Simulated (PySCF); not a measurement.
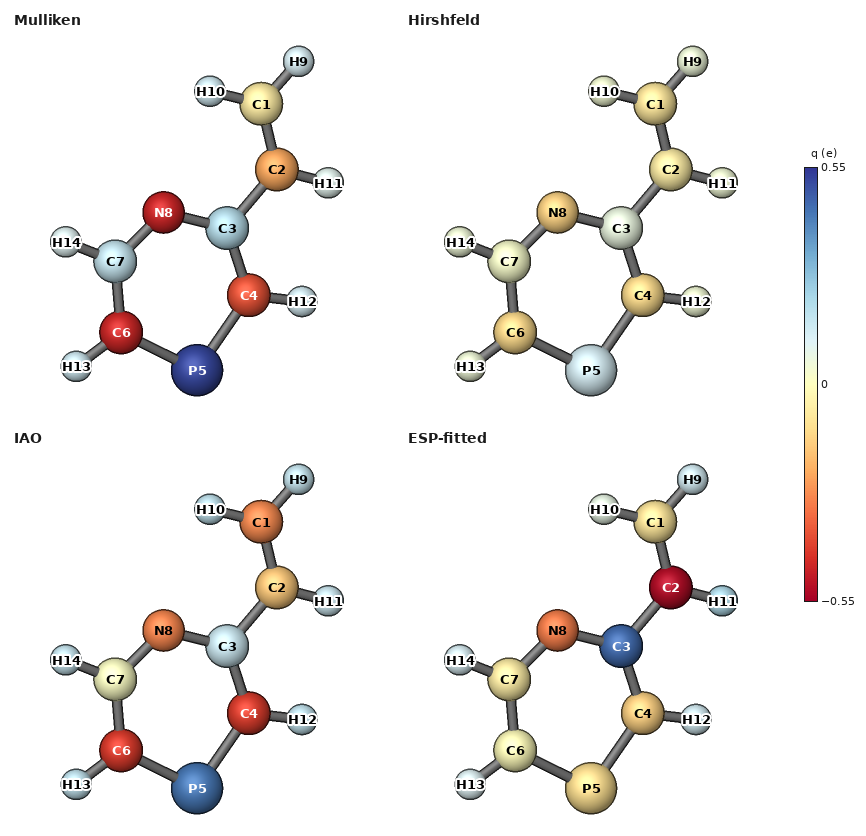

Atomic charges of one calculation by 4 schemes, on one colour scale. Computed geometry: GFN2-xTB optimisation. No frequency run is at hand to confirm it as a minimum. Computed with PBE0/pcSseg-1 (PySCF 2.14.0).

Question: On which atom do the schemes disagree most?

Answer: On P5 (from −0.10 to 0.52 e).

List the charges (e), one line for each set of equivalent atoms.

```json
{"atom": "C1", "Mulliken": "−0.06", "Hirshfeld": "−0.08", "IAO": "−0.28", "ESP-fitted": "−0.08"}
{"atom": "C2", "Mulliken": "−0.23", "Hirshfeld": "−0.06", "IAO": "−0.16", "ESP-fitted": "−0.52"}
{"atom": "C3", "Mulliken": "0.19", "Hirshfeld": "0.06", "IAO": "0.15", "ESP-fitted": "0.45"}
{"atom": "C4", "Mulliken": "−0.38", "Hirshfeld": "−0.12", "IAO": "−0.41", "ESP-fitted": "−0.14"}
{"atom": "P5", "Mulliken": "0.52", "Hirshfeld": "0.13", "IAO": "0.43", "ESP-fitted": "−0.10"}
{"atom": "C6", "Mulliken": "−0.46", "Hirshfeld": "−0.12", "IAO": "−0.42", "ESP-fitted": "−0.01"}
{"atom": "C7", "Mulliken": "0.16", "Hirshfeld": "0.02", "IAO": "0.01", "ESP-fitted": "−0.06"}
{"atom": "N8", "Mulliken": "−0.46", "Hirshfeld": "−0.14", "IAO": "−0.29", "ESP-fitted": "−0.30"}
{"atom": "H9", "Mulliken": "0.12", "Hirshfeld": "0.05", "IAO": "0.16", "ESP-fitted": "0.13"}
{"atom": "H10", "Mulliken": "0.13", "Hirshfeld": "0.04", "IAO": "0.17", "ESP-fitted": "0.07"}
{"atom": "H11", "Mulliken": "0.09", "Hirshfeld": "0.05", "IAO": "0.14", "ESP-fitted": "0.21"}
{"atom": "H12", "Mulliken": "0.13", "Hirshfeld": "0.05", "IAO": "0.16", "ESP-fitted": "0.13"}
{"atom": "H13", "Mulliken": "0.14", "Hirshfeld": "0.05", "IAO": "0.17", "ESP-fitted": "0.10"}
{"atom": "H14", "Mulliken": "0.10", "Hirshfeld": "0.05", "IAO": "0.16", "ESP-fitted": "0.12"}
```

The geometry is semi-empirical. Around P such bond lengths and angles can be off by a tenth of an ångström or more and by several degrees, and values that hang on the shape move with them.
